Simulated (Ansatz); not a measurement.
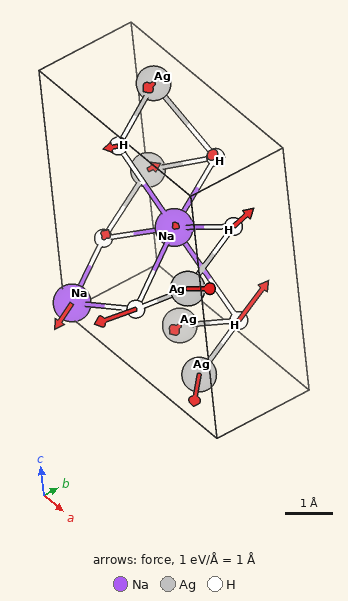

Starting geometry of crystalline NaAg$_{2}$H$_{3}$ (built on the NaPr2Se3-71 type type) with the computed forces as red arrows. A ball-and-stick model of the cell of the calculation, reduced to other axes, seen slightly off an axis. Lengths and directions refer to the drawn axes.

Case: shaken.

Computed with DFT, PBEsol, plane waves, PAW (Ansatz 0.2.0).

Input
```yaml
crystal:
  lattice:
    - [-1.4885089799, 2.5214777022, 4.5352416153]
    - [1.4712254421, -2.478217421, 4.5055060137]
    - [3.048663963, 4.9998819964, -9.0226105016]
  atoms:
    - { symbol: Na, position: [0.0103331052, 0.0801495578, 0.0485705181] }
    - { symbol: Ag, position: [0.6391870434, 0.6708186701, 0.0118911328] }
    - { symbol: Ag, position: [0.3237776967, 0.3416691871, -0.0061777601] }
    - { symbol: H, position: [0.4859234431, -0.0493990795, 0.2088351603] }
    - { symbol: H, position: [0.1852936893, 0.717965667, 0.246710491] }
    - { symbol: H, position: [0.8171759152, 0.2781668291, 0.241183462] }
    - { symbol: Na, position: [0.0150800343, 0.017876752, 0.5137831966] }
    - { symbol: Ag, position: [0.7040060781, 0.6518172563, 0.5053804511] }
    - { symbol: Ag, position: [0.3154756337, 0.2690859449, 0.4776769003] }
    - { symbol: H, position: [0.4992702433, 0.1015360118, 0.7911004663] }
    - { symbol: H, position: [0.2318969513, 0.6667338983, 0.7373710312] }
    - { symbol: H, position: [0.830842346, 0.3129778462, 0.7499806633] }
kpoints:
  mp_grid: { grid: [6, 6, 6] }
hamiltonian:
  xc: pbesol
scf:
  occupations: { method: fermi_dirac, width: 0.05 }
relax:
  f_tol: 0.01
  cell: {}
  max_steps: 120
output:
  write_density: true
  write_potential: true
  elf: true
  volumetric_format: npy
```

Question: Is this structure relaxed? If not, where do the atoms go?

Answer: It isn't relaxed: the largest force vector, on Ag9, is 1.51 eV/Å. The final displacements follow the starting forces only in part (cosine between the two patterns 0.39). The energy falls by 185 meV per atom in 12 accepted moves (13 points after the start). Largest force component: 1.3 eV/Å at the start, 0.00079 eV/Å at the end. Pressure: 1.46 GPa at the start and 0.02 GPa at the end. At 1 point the geometry stayed and the basis and grid were re-selected for the new cell (energy shift of 0.4 meV per atom at most each time). H4 moves most relative to the cell: 1.61 Å along [2 2 3]. By element the largest moves are H 1.61 Å, Na 0.63 Å, Ag 0.57 Å. The volume changes by +3.7 %, with a 5.348 → 5.449 Å (+1.9 %), b 5.398 → 5.450 Å (+1.0 %), c 5.884 → 5.770 Å (−1.9 %), α 105.1° → 102.2°, β 104.6° → 102.2°, γ 114.5° → 116.1°. Some distances before and after: Na1–H4 4.389 → 2.315 Å, Ag2–H4 1.736 → 3.636 Å, Ag3–H4 2.021 → 3.636 Å, Na7–H10 3.839 → 2.315 Å. New bonds form: Ag2–H11 (2.48 → 1.83 Å), H5–Ag8 (2.78 → 1.83 Å), Na1–H4 (another periodic image) (4.39 → 2.31 Å), Na7–H10 (another periodic image) (3.84 → 2.31 Å). Bonds break: Ag2–H4 (1.74 → 3.64 Å), Ag3–H4 (2.02 → 3.64 Å), Na1–H4 (2.36 → 3.51 Å), Na7–H10 (2.41 → 3.51 Å). Among the angles between lasting bonds that change: H6–Ag2–H10 174.7° → 108.0°, H4–Ag8–H12 169.6° → 108.0°, H5–Ag3–H10 167.0° → 108.0°. The space group (tolerance 0.01 Å) goes from P1 (No. 1) to Imm2 (No. 44).
